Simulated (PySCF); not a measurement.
```
atom    x (Å)    y (Å)    z (Å)
   C  -2.1953   0.2594  -0.3756
   C  -1.2537  -0.6625   0.4048
   C   0.1762  -0.3120   0.1673
   C   1.0869  -0.8093  -0.7289
   C   2.2884  -0.0922  -0.5578
   C   2.0743   0.8231   0.4338
   N   0.7919   0.6840   0.8645
   H  -1.9934   0.1848  -1.4414
   H  -2.0560   1.2958  -0.0748
   H  -3.2325  -0.0150  -0.1963
   H  -1.4233  -1.6951   0.0956
   H  -1.4783  -0.5880   1.4730
   H   0.9165  -1.6038  -1.4288
   H   3.1999  -0.2396  -1.1025
   H   2.7317   1.5540   0.8616
   H   0.3592   1.2254   1.5941
```

Geometry: GFN2-xTB.

Method: PBE0/pcSseg-1, SCF density, gas phase, non-relativistic in PySCF.

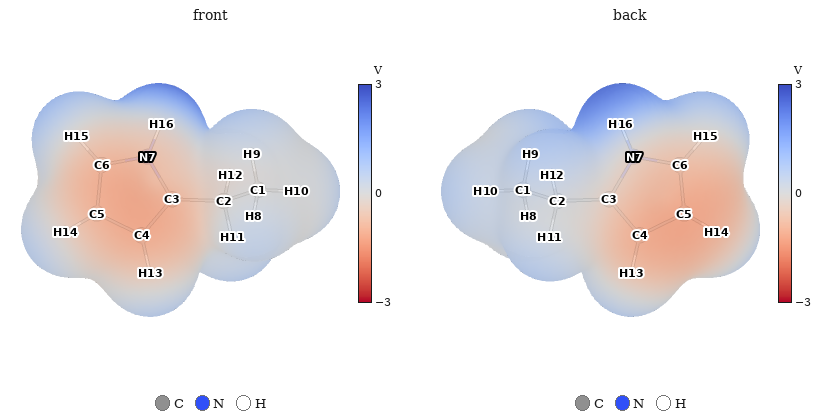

C6H9N. The electrostatic potential painted on the density surface at 0.002 e/bohr³, seen from the front and from behind; red is negative and blue positive.

Which sites attract a positive test charge, and which a negative one?

A positive charge is drawn to the negative regions and a negative charge to the positive ones. The most negative region (about −1.2 V) lies over the π face of C4 and C5, the most positive (about +2.2 V) over H16.

How polar is the molecule by this calculation?

Its dipole moment is 1.99 D.
